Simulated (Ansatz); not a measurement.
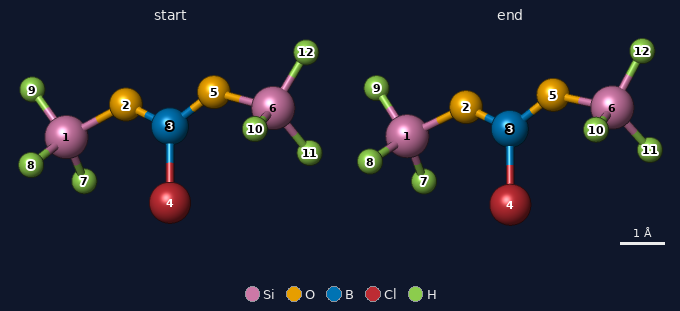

The structure of BSi$_{2}$H$_{6}$O$_{2}$Cl before (left) and after (right) a relaxation, at one scale.

A ball-and-stick model, seen at a tilt.

The start comes from PBE-D4/def2-SVP.

Method: RKS PBE0-D4/def2-TZVP (Ansatz). Settings: force threshold 0.005 eV/Å; at most 150 steps.

### Describe what moved and what it gained.

Over 10 accepted moves (11 points after the start) the energy falls by 1.72 kcal/mol. Largest force component: 0.75 eV/Å at the start, 0.00066 eV/Å at the end. The line search rejected the trial step at point 10 of the run. The forces were under the threshold at step 6, but the run went on from there. The largest move after the best rigid fit is that of H9, 0.11 Å. By element the largest moves are H 0.11 Å, O 0.07 Å, B 0.06 Å, Cl 0.05 Å, Si 0.03 Å. Among the contacts that change: O5–Si6 1.700 → 1.659 Å, B3–Cl4 1.812 → 1.793 Å, Si1–H7 1.501 → 1.483 Å, B3–O5 1.355 → 1.343 Å. Among the angles between lasting bonds that change: B3–O5–Si6 130.6° → 133.2°. The run took 74 s on 4 threads of Arm Neoverse V2, with other jobs on the host.
